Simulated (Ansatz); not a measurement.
**PPt3, from a guessed structure to a relaxed one**

Starting from a made-up structure for PPt3, the aim is the relaxed cell, its shortest contacts and, where a second run follows, its electronic structure.

Program: Ansatz 0.2.0. Level of theory: DFT, PBE, plane-wave PAW, files of the set soft_1, scalar-relativistic, no spin, cell and ions relaxed at zero pressure; PAW set soft_1, in the first sound run; inputs show where later runs differ. Results are calculated unless marked as measured.

## Step 1: The structure

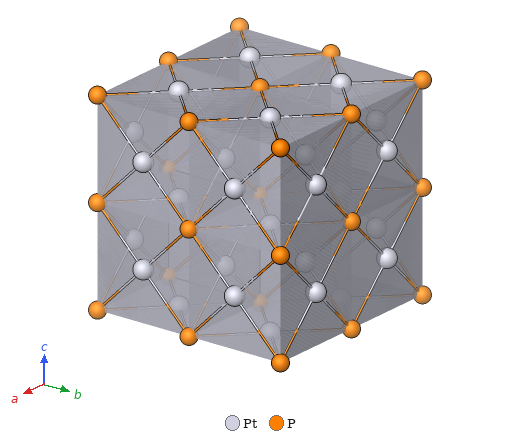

The cell as given, from a free direction (platinum light grey, phosphorus orange). 2×2×2 cells are drawn. Some periodic images of atoms are drawn too.

## Step 2: Relaxing cell and atoms

The guessed cell has no reason to be at equilibrium. It is relaxed with the atoms, within the space group of the guess.

File input.yaml:

```yaml
crystal:
  lattice:
    - [3.916, 0.0, 0.0]
    - [0.0, 3.916, 0.0]
    - [0.0, 0.0, 3.916]
  atoms:
    - { symbol: Pt, position: [0.5, 0.5, 0.0] }
    - { symbol: Pt, position: [0.5, 0.0, 0.5] }
    - { symbol: Pt, position: [0.0, 0.5, 0.5] }
    - { symbol: P, position: [0.0, 0.0, 0.0] }
kpoints:
  mp_grid: { grid: [7, 7, 7] }
scf:
  occupations: { method: fermi_dirac, width: 0.05 }
hamiltonian:
  xc: pbe
  pseudopotentials: { kind: paw, azcp: { folder: soft_1 } }
relax:
  f_tol: 0.015
  max_steps: 70
  cell: {}
output:
  forces: true
  stress: true
```

Launch:

```console
ansatz run input.yaml --threads 4 --pin off --max-ram 8192MiB --backend cpu --events-out ev --progress --plain --runs-dir out
```

Numbers of over 12 decimals in the logs are rounded to 6 here.

The program printed:

```text
Engine: ansatz 0.2.0, x86_64-unknown-linux-gnu
Pseudopotentials: kind: paw
Pseudopotential: Pt, paw, valence charge 18, recommended cutoff 420 eV (normal), soft_1/Pt.paw.azcp
Pseudopotential: P, paw, valence charge 5, recommended cutoff 420 eV (normal), soft_1/P.paw.azcp
Functional definition: PBE
  parameter kappa = 0.804
  parameter beta = 0.066725
  exchange = pbe_x(kappa = kappa, mu = beta*pi^2/3)
  correlation = pbe_c(beta = beta)
Crystal: 4 atoms, lattice volume = 60.052 Å³
Basis set: ecut = 420 eV, 1189 PW (Γ), exchange–correlation on 54×54×54 points (8 copies of the dense FFT grid, shifted against one another)
Bands: 36, of which v1, the nominal top of the filled ones, is band 30 counted from 1 (29 counted from 0)
Symmetry: 48 space group operations
Space group: Pm-3m (ITA 221), of the structure as read, at distance tolerance 3.9e-5 Å
k-points: 20 of 343
Non-local potential: Pt, projectors of the file, l = 0: 3, l = 1: 2, l = 2: 2, l = 3: 1
Non-local potential: P, projectors of the file, l = 0: 2, l = 1: 2, l = 2: 1
PAW form: soft (Blöchl's): semilocal exchange-correlation on the pseudo side does not see the compensation charge
PAW one-centre angular grid: Pt, 590 points (default); XC on 64 Gauss nodes
PAW one-centre angular grid: P, 110 points (default); XC on 64 Gauss nodes
Initial density: superposition of atomic densities (chi_scale 0.1, normalization cell, long waves kept (reshape's long-wave potential 0.00 eV rms))
Initial wavefunctions: pseudopotential atomic-orbital guess
Functional: x = pbe(κ = 0.804, μ = 0.219515), c = pbe(β = 0.066725)
SCF iter   1: F=—  HF=-38330.126391 eV  |F-HF|=—  |Δ(HF+E_count)|=         —  Δρ=7.65e-2  dr2=3.91e0  ethr=3.10e-3  ⟨swp⟩=6.8  Hψ=2867  notcnv=0
preconditioner: auto → Kerker (q_TF=auto, 2.720 Å⁻¹)  [metal: Δε(μ)=0.011 eV  Ē_g=7.856 eV  σ=0.050 eV  W_gap=0.06  n_scr=18 (ndim 8)  ℏωp=28.3 eV  f_vac=0.000  D(μ)=7.67/eV (n_scr^D=92)]
SCF iter   2: F=—  HF=-38329.395014 eV  |F-HF|=—  |Δ(HF+E_count)|=   7.31e-1  Δρ=3.83e-2  dr2=9.62e-1  ethr=3.10e-3  ⟨swp⟩=3.0  Hψ=1298  notcnv=0  defer=6
SCF iter   3: F=—  HF=-38329.171146 eV  |F-HF|=—  |Δ(HF+E_count)|=   2.24e-1  Δρ=6.00e-3  dr2=1.24e-2  ethr=1.63e-3  ⟨swp⟩=2.0  Hψ=1124  notcnv=0  defer=6
SCF iter   4: F=—  HF=-38329.170781 eV  |F-HF|=—  |Δ(HF+E_count)|=   3.65e-4  Δρ=8.18e-4  dr2=3.34e-4  ethr=2.10e-5  ⟨swp⟩=2.3  Hψ=1293  notcnv=0  defer=6
SCF iter   5: F=—  HF=-38329.170822 eV  |F-HF|=—  |Δ(HF+E_count)|=   4.10e-5  Δρ=2.06e-4  dr2=2.04e-5  ethr=5.67e-7  ⟨swp⟩=2.1  Hψ=1092  notcnv=0  defer=6
SCF iter   6: F=—  HF=-38329.170845 eV  |F-HF|=—  |Δ(HF+E_count)|=   2.29e-5  Δρ=3.97e-5  dr2=8.29e-7  ethr=3.46e-8  ⟨swp⟩=2.5  Hψ=1260  notcnv=0  defer=6
SCF iter   7: F=-38329.170845 eV  HF=-38329.170845 eV  |F-HF|=1.04e-8  |Δ(HF+E_count)|=   7.26e-8  Δρ=7.64e-6  dr2=3.15e-8  ethr=1.69e-10  ⟨swp⟩=4.0  Hψ=2332  notcnv=0
SCF 1 converged in 7 iterations: F = -38329.170845 eV  dr2 = 3.15e-8
  greatest PAW one-centre occupation: 1.000 electrons in one spin orbital (limit 2), on the Pt atom at site 2 (counted from 0), in its partial waves of l = 0
relax step   1: F+E_penalty+E_count = -38329.17084494 eV  Δ(F+E_penalty+E_count) = +0.000e0 eV  max|allowed force component| = 4.071e-28 eV/Å  Δτ_max = 0.0000 Å  P = +5.512 GPa  Ω = 60.052 Å³  (7 SCF iters, dr2 threshold 1.00e-7 eV, accepted)
Crystal: 4 atoms, lattice volume = 63.573 Å³
Basis set: ecut = 420 eV, 1237 PW (Γ), exchange–correlation on 54×54×54 points (8 copies of the dense FFT grid, shifted against one another)
Initial density: handed on by an earlier stage of this run
Initial wavefunctions: those handed on with the density
iter 1 solved again at ethr=3.78e-5 eV; its pass at ethr=3.10e-3 eV (dr2=2.23e-2 eV) is discarded
SCF iter   1: F=—  HF=-38329.161212 eV  |F-HF|=—  |Δ(HF+E_count)|=         —  Δρ=4.58e-3  dr2=2.29e-2  ethr=3.78e-5  ⟨swp⟩=1.4  Hψ=3436  notcnv=0
preconditioner: auto → Kerker (q_TF=auto, 2.695 Å⁻¹)  [metal: Δε(μ)=0.008 eV  Ē_g=7.531 eV  σ=0.050 eV  W_gap=0.04  n_scr=18 (ndim 8)  ℏωp=27.6 eV  f_vac=0.000  D(μ)=6.75/eV (n_scr^D=80)]
SCF iter   2: F=—  HF=-38329.158490 eV  |F-HF|=—  |Δ(HF+E_count)|=   2.72e-3  Δρ=2.70e-3  dr2=8.27e-3  ethr=3.78e-5  ⟨swp⟩=1.0  Hψ=720  notcnv=0
SCF iter   3: F=—  HF=-38329.157057 eV  |F-HF|=—  |Δ(HF+E_count)|=   1.43e-3  Δρ=3.62e-4  dr2=1.29e-4  ethr=1.40e-5  ⟨swp⟩=1.8  Hψ=825  notcnv=0
SCF iter   4: F=—  HF=-38329.157120 eV  |F-HF|=—  |Δ(HF+E_count)|=   6.25e-5  Δρ=8.29e-5  dr2=3.73e-6  ethr=2.19e-7  ⟨swp⟩=2.1  Hψ=1036  notcnv=0
iter 5 did not close the SCF: its close was put off for the readings that it lacked (scf_convergence_deferred on its scf_iter line)
SCF iter   5: F=-38329.157119 eV  HF=-38329.157119 eV  |F-HF|=7.94e-8  |Δ(HF+E_count)|=   1.70e-7  Δρ=1.38e-5  dr2=1.77e-7  ethr=6.31e-9  ⟨swp⟩=2.1  Hψ=1060  notcnv=0
SCF iter   6: F=-38329.157119 eV  HF=-38329.157119 eV  |F-HF|=4.80e-9  |Δ(HF+E_count)|=   2.81e-8  Δρ=4.71e-6  dr2=1.69e-8  ethr=3.00e-10  ⟨swp⟩=2.2  Hψ=2344  notcnv=0
SCF 2 converged in 6 iterations: F = -38329.157119 eV  dr2 = 1.69e-8
relax step   2: F+E_penalty+E_count = -38329.15711935 eV  Δ(F+E_penalty+E_count) = +1.373e-2 eV  max|allowed force component| = 3.353e-30 eV/Å  Δτ_max = 0.0000 Å  P = -5.962 GPa  Ω = 63.573 Å³  energy of the carried Pulay correction = -1.432e-3 eV  (6 SCF iters, dr2 threshold 4.00e-7 eV, rejected (line search))
Crystal: 4 atoms, lattice volume = 61.693 Å³
Basis set: ecut = 420 eV, 1213 PW (Γ), exchange–correlation on 54×54×54 points (8 copies of the dense FFT grid, shifted against one another)
iter 1 solved again at ethr=1.23e-5 eV; its pass at ethr=3.10e-3 eV (dr2=7.29e-3 eV) is discarded
SCF iter   1: F=—  HF=-38329.196889 eV  |F-HF|=—  |Δ(HF+E_count)|=         —  Δρ=2.41e-3  dr2=5.93e-3  ethr=1.23e-5  ⟨swp⟩=1.5  Hψ=3359  notcnv=0
preconditioner: auto → Kerker (q_TF=auto, 2.708 Å⁻¹)  [metal: Δε(μ)=0.006 eV  Ē_g=7.726 eV  σ=0.050 eV  W_gap=0.03  n_scr=18 (ndim 8)  ℏωp=28.0 eV  f_vac=0.000  D(μ)=7.29/eV (n_scr^D=92)]
SCF iter   2: F=—  HF=-38329.196170 eV  |F-HF|=—  |Δ(HF+E_count)|=   7.19e-4  Δρ=1.40e-3  dr2=2.09e-3  ethr=1.00e-5  ⟨swp⟩=1.0  Hψ=720  notcnv=0
SCF iter   3: F=—  HF=-38329.195806 eV  |F-HF|=—  |Δ(HF+E_count)|=   3.64e-4  Δρ=1.92e-4  dr2=3.53e-5  ethr=3.54e-6  ⟨swp⟩=1.8  Hψ=824  notcnv=0
SCF iter   4: F=—  HF=-38329.195853 eV  |F-HF|=—  |Δ(HF+E_count)|=   4.64e-5  Δρ=4.40e-5  dr2=9.76e-7  ethr=5.98e-8  ⟨swp⟩=2.1  Hψ=1040  notcnv=0
SCF iter   5: F=—  HF=-38329.195853 eV  |F-HF|=—  |Δ(HF+E_count)|=   4.57e-8  Δρ=6.89e-6  dr2=4.00e-8  ethr=1.65e-9  ⟨swp⟩=2.1  Hψ=1052  notcnv=0
SCF iter   6: F=—  HF=-38329.195853 eV  |F-HF|=—  |Δ(HF+E_count)|=   5.95e-9  Δρ=2.39e-6  dr2=4.24e-9  ethr=6.78e-11  ⟨swp⟩=2.2  Hψ=1088  notcnv=0
SCF iter   7: F=—  HF=-38329.195853 eV  |F-HF|=—  |Δ(HF+E_count)|=  5.02e-10  Δρ=4.94e-7  dr2=1.36e-10  ethr=7.18e-12  ⟨swp⟩=2.1  Hψ=1010  notcnv=0
SCF iter   8: F=-38329.195853 eV  HF=-38329.195853 eV  |F-HF|=0.00e0  |Δ(HF+E_count)|=  2.91e-11  Δρ=1.05e-7  dr2=5.08e-12  ethr=1.00e-12  ⟨swp⟩=4.0  Hψ=2339  notcnv=0
SCF 3 converged in 8 iterations: F = -38329.195853 eV  dr2 = 5.08e-12
  greatest PAW one-centre occupation: 1.000 electrons in one spin orbital (limit 2), on the Pt atom at site 0 (counted from 0), in its partial waves of l = 0
relax step   3: F+E_penalty+E_count = -38329.19585287 eV  Δ(F+E_penalty+E_count) = -2.501e-2 eV  max|allowed force component| = 1.715e-29 eV/Å  Δτ_max = 0.0000 Å  P = -0.338 GPa  Ω = 61.693 Å³  energy of the carried Pulay correction = -6.780e-4 eV  (8 SCF iters, accepted)
Crystal: 4 atoms, lattice volume = 61.596 Å³
iter 1 solved again at ethr=2.10e-8 eV; its pass at ethr=3.10e-3 eV (dr2=1.24e-5 eV) is discarded
SCF iter   1: F=—  HF=-38329.195957 eV  |F-HF|=—  |Δ(HF+E_count)|=         —  Δρ=1.27e-4  dr2=1.69e-5  ethr=2.10e-8  ⟨swp⟩=2.0  Hψ=3240  notcnv=0
preconditioner: auto → Kerker (q_TF=auto, 2.709 Å⁻¹)  [metal: Δε(μ)=0.026 eV  Ē_g=7.749 eV  σ=0.050 eV  W_gap=0.13  n_scr=18 (ndim 8)  ℏωp=28.0 eV  f_vac=0.000  D(μ)=7.08/eV (n_scr^D=92)]
SCF iter   2: F=—  HF=-38329.196002 eV  |F-HF|=—  |Δ(HF+E_count)|=   4.48e-5  Δρ=7.34e-5  dr2=5.69e-6  ethr=2.10e-8  ⟨swp⟩=1.0  Hψ=720  notcnv=0
iter 3 did not close the SCF: its close was put off for the readings that it lacked (scf_convergence_deferred on its scf_iter line)
SCF iter   3: F=-38329.196001 eV  HF=-38329.196001 eV  |F-HF|=1.21e-7  |Δ(HF+E_count)|=   1.01e-6  Δρ=1.09e-5  dr2=1.60e-7  ethr=9.65e-9  ⟨swp⟩=1.4  Hψ=764  notcnv=0
iter 4 did not close the SCF: its close was put off for the readings that it lacked (scf_convergence_deferred on its scf_iter line)
SCF iter   4: F=-38329.196001 eV  HF=-38329.196001 eV  |F-HF|=2.16e-9  |Δ(HF+E_count)|=   2.92e-8  Δρ=3.08e-6  dr2=5.50e-9  ethr=2.71e-10  ⟨swp⟩=2.0  Hψ=895  notcnv=0
iter 5 did not close the SCF: its close was put off for the readings that it lacked (scf_convergence_deferred on its scf_iter line)
SCF iter   5: F=-38329.196001 eV  HF=-38329.196001 eV  |F-HF|=8.00e-11  |Δ(HF+E_count)|=  7.28e-11  Δρ=5.58e-7  dr2=2.16e-10  ethr=9.33e-12  ⟨swp⟩=2.1  Hψ=1017  notcnv=0
SCF iter   6: F=-38329.196001 eV  HF=-38329.196001 eV  |F-HF|=3.64e-11  |Δ(HF+E_count)|=  1.46e-11  Δρ=1.18e-7  dr2=1.35e-11  ethr=1.00e-12  ⟨swp⟩=1.0  Hψ=1527  notcnv=0
SCF 4 converged in 6 iterations: F = -38329.196001 eV  dr2 = 1.35e-11
relax step   4: F+E_penalty+E_count = -38329.19600067 eV  Δ(F+E_penalty+E_count) = -1.478e-4 eV  max|allowed force component| = 2.441e-29 eV/Å  Δτ_max = 0.0000 Å  P = -0.017 GPa  Ω = 61.596 Å³  energy of the carried Pulay correction = -6.383e-4 eV  (6 SCF iters, dr2 threshold 2.86e-7 eV, accepted)
Initial wavefunctions: pseudopotential atomic-orbital guess (no wavefunctions were taken with the density)
iter 1 solved again at ethr=1.79e-7 eV; its pass at ethr=3.10e-3 eV (dr2=1.06e-4 eV) is discarded
SCF iter   1: F=—  HF=-38329.196180 eV  |F-HF|=—  |Δ(HF+E_count)|=         —  Δρ=4.88e-4  dr2=3.45e-6  ethr=1.79e-7  ⟨swp⟩=3.0  Hψ=4711  notcnv=0
preconditioner: auto → Kerker (q_TF=auto, 2.709 Å⁻¹)  [metal: Δε(μ)=0.025 eV  Ē_g=7.749 eV  σ=0.050 eV  W_gap=0.13  n_scr=18 (ndim 8)  ℏωp=28.0 eV  f_vac=0.000  D(μ)=7.07/eV (n_scr^D=92)]
SCF iter   2: F=—  HF=-38329.196509 eV  |F-HF|=—  |Δ(HF+E_count)|=   3.30e-4  Δρ=2.48e-4  dr2=8.90e-7  ethr=5.85e-9  ⟨swp⟩=1.3  Hψ=728  notcnv=0
SCF iter   3: F=—  HF=-38329.196605 eV  |F-HF|=—  |Δ(HF+E_count)|=   9.59e-5  Δρ=2.04e-6  dr2=3.57e-10  ethr=1.51e-9  ⟨swp⟩=1.1  Hψ=721  notcnv=0
iter 4 did not close the SCF: its close was put off for the readings that it lacked (scf_convergence_deferred on its scf_iter line)
SCF iter   4: F=-38329.196605 eV  HF=-38329.196605 eV  |F-HF|=1.46e-11  |Δ(HF+E_count)|=   1.36e-9  Δρ=3.83e-7  dr2=3.97e-11  ethr=1.00e-12  ⟨swp⟩=2.1  Hψ=1334  notcnv=0
iter 5 did not close the SCF: its close was put off for the readings that it lacked (scf_convergence_deferred on its scf_iter line)
SCF iter   5: F=-38329.196605 eV  HF=-38329.196605 eV  |F-HF|=7.28e-12  |Δ(HF+E_count)|=  2.18e-11  Δρ=9.63e-8  dr2=6.70e-12  ethr=1.00e-12  ⟨swp⟩=1.0  Hψ=720  notcnv=0
iter 6 did not close the SCF: its close was put off for the readings that it lacked (scf_convergence_deferred on its scf_iter line)
SCF iter   6: F=-38329.196605 eV  HF=-38329.196605 eV  |F-HF|=1.46e-11  |Δ(HF+E_count)|=  7.28e-12  Δρ=2.52e-8  dr2=6.28e-13  ethr=1.00e-12  ⟨swp⟩=1.0  Hψ=720  notcnv=0
iter 7 did not close the SCF: its close was put off for the readings that it lacked (scf_convergence_deferred on its scf_iter line)
SCF iter   7: F=-38329.196605 eV  HF=-38329.196605 eV  |F-HF|=0.00e0  |Δ(HF+E_count)|=  1.46e-11  Δρ=8.25e-9  dr2=2.84e-14  ethr=1.00e-12  ⟨swp⟩=1.0  Hψ=720  notcnv=0
SCF iter   8: F=-38329.196605 eV  HF=-38329.196605 eV  |F-HF|=0.00e0  |Δ(HF+E_count)|=    0.00e0  Δρ=1.43e-9  dr2=9.45e-16  ethr=1.00e-12  ⟨swp⟩=1.1  Hψ=1522  notcnv=0
SCF 5 converged in 8 iterations: F = -38329.196605 eV  dr2 = 9.45e-16
relax step   5: F+E_penalty+E_count = -38329.19660497 eV  Δ(F+E_penalty+E_count) = -6.043e-4 eV  max|allowed force component| = 2.173e-29 eV/Å  Δτ_max = 0.0000 Å  P = -0.029 GPa  Ω = 61.596 Å³  stress off target by 2.91e-2 GPa  SCF on the basis re-selected at this cell (its energy is not comparable with the rows above)  (8 SCF iters)
basis re-selected at this cell: Δ(F+E_penalty+E_count) = -6.043e-4 eV, ΔP = -0.012 GPa vs the last step (what re-selecting the basis moved, of the pressure what is left beyond the Pulay correction that the steps carried, after the strain that the cell walked since its last selection, with what the two solves' SCF thresholds leave and, on support functions, any second-order correction that the steps lacked; it is no m [...]
SCF converged after 8 iterations
Free energy (F): -38329.196605 eV
Harris-Foulkes:  -38329.196605 eV  (|F-HF|=0.00e0)
Internal energy: -38329.142022 eV  (E = F + TS)
E sigma→0 (E₀):  -38329.169313 eV
Entropy (-TS):   -0.054583 eV (-13.646 meV/atom)
Fermi energy:    19.975579 eV
--- Per-component energies (eV) ---
  E_band       = -508.516823
  E_kinetic    = 1858.985923
  E_local      = -5339.751837  (includes V_loc(G=0)·N_el)
  E_nonlocal   = 644.145005
  E_hartree    = 2081.567712
  E_xc         = -769.082885
  E_vxc        = -874.246685  (∫ρ·V_xc dr)
  E_paw        = -29009.969976  (= ΣΔE_a)
  E_vpaw       = -960.788004  (= ΣTr[D̂ρ^β])
  E_aug_tail   = 0.003350  (compensation charges beyond the density's cutoff)
  E_ewald      = -7795.039314
  E_smearing   = -0.054583  (= −TS)
  E_closure    = 0.000000  (closes the sum)
  Σ components = -38329.196605   (vs F -38329.196605, Δ=0.00e0)
--- Forces (eV/Å), atoms counted from 1 ---
  atom   1  Pt    -0.00000000    -0.00000000     0.00000000
  atom   2  Pt     0.00000000    -0.00000000     0.00000000
  atom   3  Pt     0.00000000    -0.00000000     0.00000000
  atom   4  P     -0.00000000     0.00000000    -0.00000000
  max |Σ_I F_I| component: 3.09e-29 eV/Å
--- Stress (GPa, compression-positive) ---
       -0.029074      -0.000000      -0.000000
       -0.000000      -0.029074       0.000000
       -0.000000       0.000000      -0.029074
  P = ⅓ Tr σ = -0.0291 GPa (-0.291 kbar)
--- Relaxed structure (4 steps of the walk, 3 accepted, 1 SCFs on fresh bases) ---
  F+E_penalty+E_count = -38329.19660497 eV   max|allowed force component| = 2.173e-29 eV/Å   (the final SCF, on the basis selected at the relaxed cell)
  cell:  # Å, volume = 61.5961 Å³
    - [3.949278, 0, 0]
    - [0, 3.949278, 0]
    - [0, 0, 3.949278]
  atoms:
    - { symbol: Pt, position: [0.5, 0.5, 0] }
    - { symbol: Pt, position: [0.5, 0, 0.5] }
    - { symbol: Pt, position: [0, 0.5, 0.5] }
    - { symbol: P, position: [0, 0, 0] }
```

Elapsed: 3.2 s, on 4 threads of Intel Xeon Platinum 8488C (Sapphire Rapids), shared host; peak memory 0.44 GiB; 8.4 s of CPU time.

The steps of the relaxation:

| step | energy less that of the first step (eV) | largest force component (eV/Å) | pressure (GPa) | volume (Å³) |
| --- | --- | --- | --- | --- |
| 1 | 0.0000 | 0.0000 | 5.51 | 60.05 |
| 2 | 0.0137 | 0.0000 | -5.96 | 63.57 |
| 3 | -0.0250 | 0.0000 | -0.34 | 61.69 |
| 4 | -0.0252 | 0.0000 | -0.02 | 61.60 |
| 5* | -0.0258 | 0.0000 | -0.03 | 61.60 |

Relaxation steps marked * repeat the geometry before them on a plane-wave basis chosen anew for their cell, so energy and pressure can jump there. Relaxation step 2 was tried and not accepted.

Forces are held to the 48 operations that the run works with; a distortion that breaks them can't arise in this run.

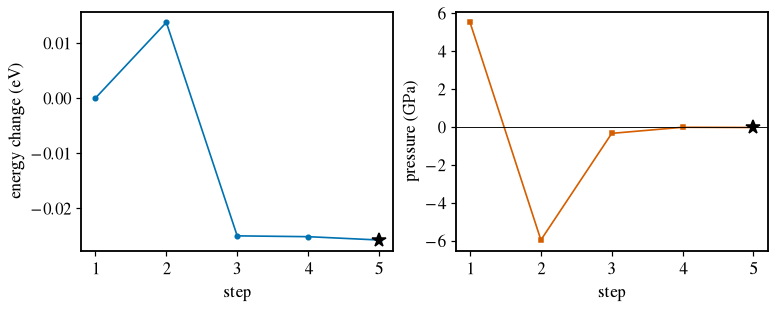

Energy and pressure along the relaxation. Stars mark steps on a basis chosen anew.

| conventional cell, symmetrised | before | after | change |
| --- | --- | --- | --- |
| a (Å) | 3.916 | 3.949 | +0.8 % |
| b (Å) | 3.916 | 3.949 | +0.8 % |
| c (Å) | 3.916 | 3.949 | +0.8 % |
| volume (Å³/atom) | 15.01 | 15.40 | +2.6 % |

The relaxed structure:

```cif
data_structure
_symmetry_space_group_name_H-M 'P 1'
_symmetry_Int_Tables_number 1
_cell_length_a 3.9493
_cell_length_b 3.9493
_cell_length_c 3.9493
_cell_angle_alpha 90.000
_cell_angle_beta 90.000
_cell_angle_gamma 90.000
_cell_volume 61.60
loop_
_atom_site_label
_atom_site_type_symbol
_atom_site_fract_x
_atom_site_fract_y
_atom_site_fract_z
_atom_site_occupancy
Pt1 Pt 0.50000 0.50000 0.00000 1
Pt2 Pt 0.50000 0.00000 0.50000 1
Pt3 Pt 0.00000 0.50000 0.50000 1
P4 P 0.00000 0.00000 0.00000 1
```

This step gave:

| Quantity | Value |
| --- | --- |
| free energy | -38329.1966 eV |
| energy at zero smearing | -38329.1693 eV |
| smearing term TS | 0.05458 eV |
| Fermi energy | 19.98 eV |
| electrons | 59 |
| symmetry operations | 48 |
| pressure | -0.02907 GPa |

The shortest distance of each pair, which need not be the same contact before and after:

| pair | guess (Å) | relaxed (Å) |
| --- | --- | --- |
| Pt–Pt | 2.769 | 2.793 |
| P–Pt | 2.769 | 2.793 |
| P–P | 3.916 | 3.949 |

The relaxation ends with a pressure of -0.03 GPa.

[end of part 1 of 2]

[Logs are printed without paths, hosts, clocks, repeated set-up lines and the standing remarks that a program may print on its own settings, such as how far it seeks lower states.]

[Hosts, paths, dates, database ids (printed as entryN), source tags and the programs' standing remarks are cut or masked in the printed files.]
